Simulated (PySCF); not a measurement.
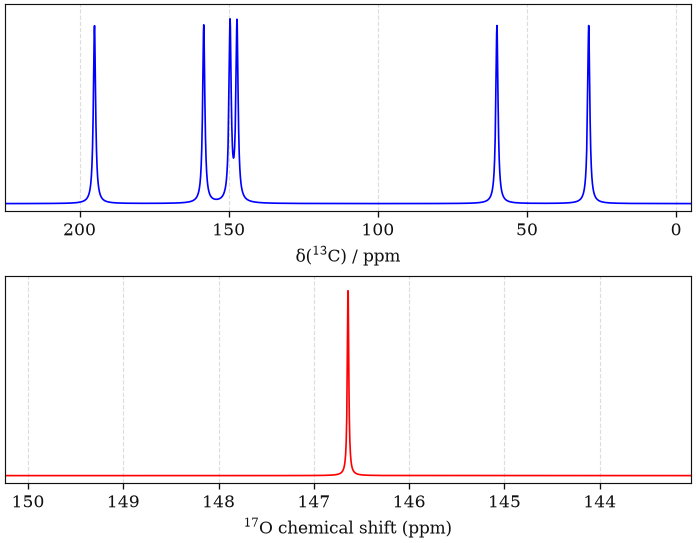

GIAO shifts, PBE0/pcSseg-1, PySCF 2.14.0, at a GFN2-xTB geometry (no frequency check), against TMS for ¹³C and H₂O for ¹⁷O computed at the same level (¹⁷O: a single water molecule, while the usual scale starts at liquid water and gives values some tens of ppm lower). Gas phase, fully decoupled, line heights follow the number of nuclei, widths are arbitrary (no quadrupolar broadening); values of one conformer, averaged over methyl-type rotors and exact or near symmetry; other conformers aren't averaged in.

### Which molecule was computed?
A. C₅H₉FO₂, SMILES CC[C@]1(F)COCO1
B. C₃H₄F₂O, SMILES CO/C(F)=C\F
C. C₆H₈NOP, SMILES COc1cnc(C)cp1
D. C₃H₇NO₂ (2-methoxyacetamide), SMILES COCC(N)=O

C. Its ¹³C signals: 195.0 (1 C), 158.4 (1 C), 149.5 (1 C), 147.2 (1 C), 60.1 (1 C), 29.3 (1 C) ppm. Its ¹⁷O signals: 146.6 (1 O) ppm.

Known limits of this run: the tight-binding geometry is rougher than a DFT one and adds to the error.
